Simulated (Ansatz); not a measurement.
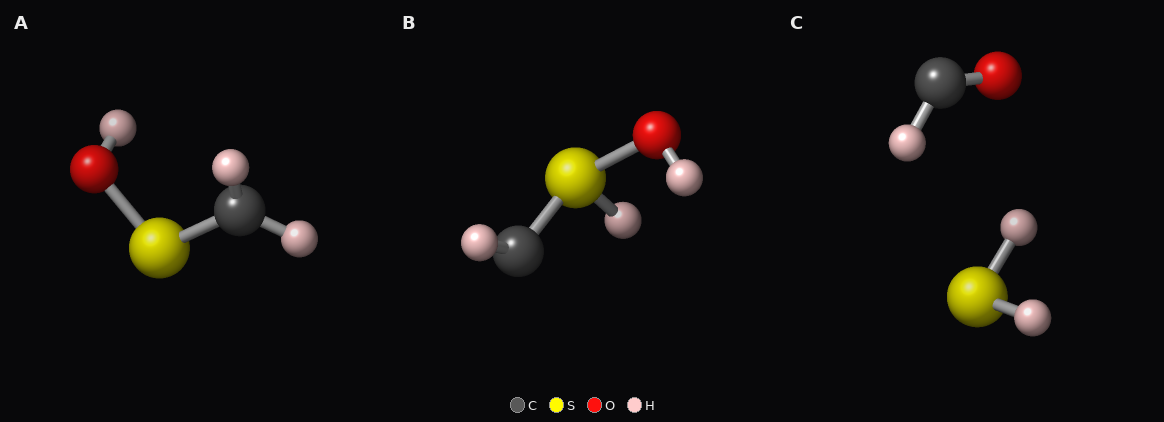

3 stationary structures of one formula. State: neutral, doublet. Geometries: PBE0-D4/def2-TZVP. Electronic energies: PBE-D4/def2-TZVPP (Ansatz 0.2.0), without zero-point energy. No frequency run is at hand to confirm each as a minimum.

Question: Which is lowest in energy, and by how much?

Answer: A is lowest (C1); C lies 5.5 kcal/mol above it (C1), B lies 49.3 kcal/mol above it (C1).
